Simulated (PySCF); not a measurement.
Sn(OH)3(OMe), SMILES C[O][Sn]([OH])([OH])[OH] (CH₆O₄Sn) at its PBE0/def2-SVP optimised geometry (Å):

```
12

C     -2.4549    -1.8369    -2.1727
O     -1.1367    -1.8861    -1.6858
Sn    -0.6303    -1.0102     0.0000
O     -1.2153    -1.8908     1.6596
O      1.3348    -1.0102     0.0000
O     -1.4877     0.7589     0.0000
H     -3.1328    -2.5107    -1.6159
H     -2.4443    -2.1700    -3.2237
H     -2.8865    -0.8200    -2.1459
H     -0.5890    -2.5727     1.9332
H      1.6772    -1.0516    -0.9020
H     -1.6772     1.0516     0.9002
```

Method: PBE0/def2-TZVP, def2 effective core potentials past Kr run with PySCF 2.14.0. The core electrons that the potentials of Sn replace are not part of the density. Cells within 0.4 Å of a nucleus heavier than hydrogen are left out (blank, or x).

Map of the electrostatic potential (hartree/e), clipped to [-0.08, 0.12] on the plane z = 0.0 Å:

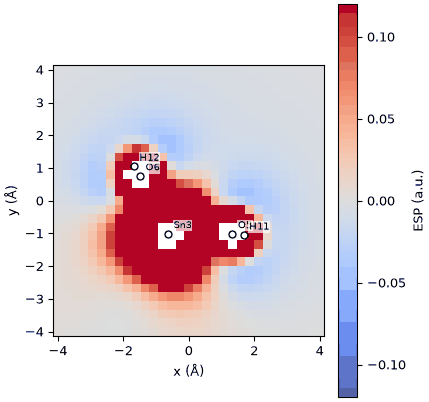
Electrostatic potential (hartree/e), clipped to [-0.08, 0.12] on the plane z = 0.0 Å.
